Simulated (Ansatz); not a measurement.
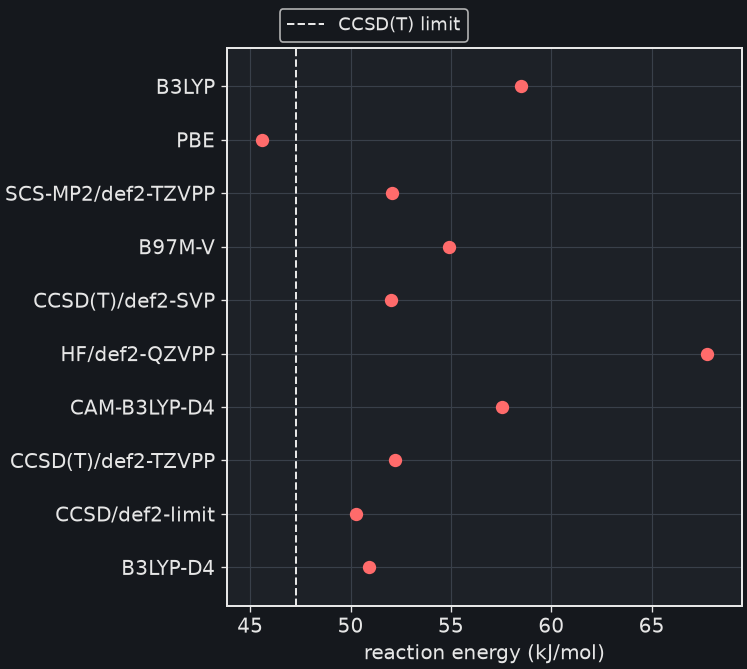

Electronic reaction energy of GeSiH₄OClF (F[SiH](Cl)[O][GeH3]) + HCl (Cl) → GeSiH₄OCl₂ (Cl[SiH](Cl)[O][GeH3]) + HF (F) (SMILES in brackets) at several levels (functionals in def2-TZVPP unless a basis is named), isolated molecules at PBE0-D4 triple-zeta geometries, minima by their frequencies, no zero-point or thermal terms, the Ansatz code 0.2.0. The line is frozen-core CCSD(T) at the basis limit (MP2 extrapolated from triple and quadruple zeta, plus CCSD(T) less MP2 in a smaller set). No dispersion term is added to B3LYP and PBE. The distance of SCS-MP2/def2-TZVPP, CCSD(T)/def2-SVP and CCSD(T)/def2-TZVPP to the limit includes basis error. The limit lies 4.9 kJ/mol from CCSD(T)/def2-TZVPP, so the line itself is uncertain by a part of that.

Q: What range do the values span, the line included?

A: From 45.6 kJ/mol (PBE) to 67.7 kJ/mol (HF/def2-QZVPP).

Q: Give the values.

A:
```tsv
level	kJ/mol	less CCSD(T) limit
B3LYP	58.5	11.2
PBE	45.6	−1.7
SCS-MP2/def2-TZVPP	52.0	4.7
B97M-V	54.9	7.6
CCSD(T)/def2-SVP	52.0	4.7
HF/def2-QZVPP	67.7	20.4
CAM-B3LYP-D4	57.6	10.2
CCSD(T)/def2-TZVPP	52.2	4.9
CCSD/def2-limit	50.3	3.0
B3LYP-D4	50.9	3.6
CCSD(T) limit	47.3	0.0
```

Known limits of this run: no scalar relativity up to krypton; outer-core shells are correlated without core-valence functions, which makes the correlated values less sure; one conformer of each flexible molecule.
